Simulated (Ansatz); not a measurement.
What S → Mo does to MgS

Take MgS in the rock salt structure (space group Fm-3m, No. 225; a = 5.182 Å) as the base.

It is then changed as follows: full substitution S → Mo; the structure is relaxed again.

Level of theory: PBEsol (Ansatz, an electronic-structure program, PAW, scalar-relativistic without spin-orbit coupling). Settings: 15×15×15 k-points, 0.05 eV Fermi–Dirac smearing, for the changed cell.

The volume per atom rises by 0.563 Å³ to 17.96 Å³ and the density rises by 2.87 g/cm³ to 5.56 g/cm³. The lattice parameter a increases by 5.5 pm (518.2 pm → 523.7 pm) and the space group is still Fm-3m (No. 225). The shortest interatomic distance rises by 2.8 pm, from 259.1 pm to 261.9 pm and the band gap becomes zero (base: 2.73 eV).

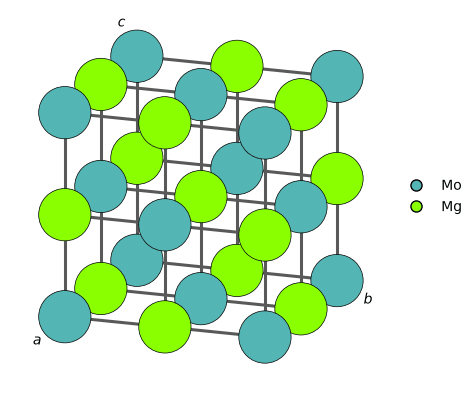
The relaxed conventional cell after the change

Whether these cells are dynamically stable was not tested. As relaxed here, MgMo is a hypothetical phase, not in the database extracts checked. The final runs are not spin-polarised. MgMo has a high density of states at the Fermi level and may be magnetic at this level.
